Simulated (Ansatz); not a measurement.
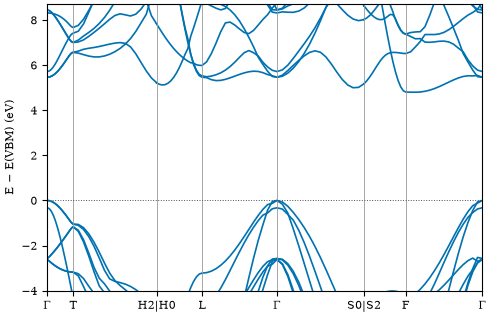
Band structure from r²SCAN (plane waves, PAW; program Ansatz)

The gap is 4.71 eV; an edge lies off the plotted path or next to a special point (maximum at Γ, minimum off the standard path).

**Question.** Which compound is it?
A. Ga2O3, corundum
B. C, R-3m (C on 6c, C on 6c, C on 6c)
C. BaTiO3, R3m (Ba on 3a, Ti on 3a, O on 9b)

**Answer.** B, C, R-3m (C on 6c, C on 6c, C on 6c)

The start of the workflow was typed in or built on a structure type; the Crystallography Open Database files this formula in space group No. 166, but the cells were not matched. It is not the phase usual at ambient conditions (space group No. 194, 227). The r²SCAN relaxation kept the symmetry of its start; its stability against distortions is not shown here.

Potentials: the earlier of the program's two PAW sets.
